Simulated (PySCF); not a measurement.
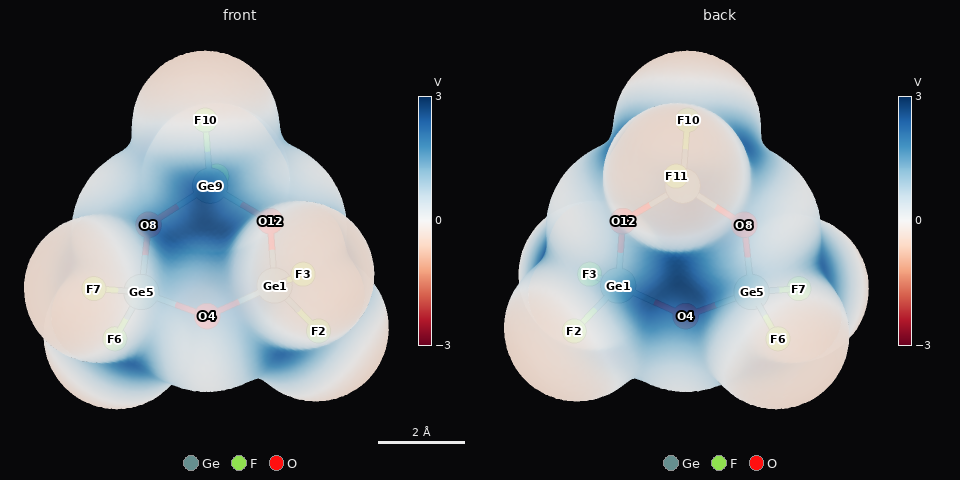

Figure. F₆Ge₃O₃. The electrostatic potential painted on the density surface at 0.001 e/bohr³, seen from the front and from behind; red is negative and blue positive.

Geometry: PBE0-D3(BJ)/def2-SVP.

Theory: wB97X-D/def2-SVPD, SCF density, gas phase in PySCF 2.14.0.

The calculation's input:

```
{"job": {"kind": "uv", "xc": "wB97X-D", "basis": "def2-SVPD", "ip": true, "nstates": 15}, "charge": 0, "multiplicity": 1}
Ge    -1.716703     0.274752     0.521421
F     -3.026233    -0.785617     0.283584
F     -2.306385     1.652604     1.327611
O     -1.048741     0.743273    -1.021628
Ge     0.560526     0.511429    -1.654464
F      0.502219    -0.511935    -3.013644
F      1.206072     2.000373    -2.164114
O      1.592231    -0.188112    -0.433269
Ge     1.187367    -0.792612     1.152139
F      2.150626    -0.020805     2.323249
F      1.513572    -2.461019     1.232333
O     -0.499089    -0.505080     1.497772
```

Launched as:

```sh
OMP_NUM_THREADS=2 python probes_run.py task.json out
```

### Describe the electrostatic potential map.

The most negative region (about −0.4 V) lies over the F atoms, the most positive (about +2.7 V) over Ge1, Ge5 and Ge9.

### How polar is the molecule by this calculation?

Its dipole moment is 0.06 D.
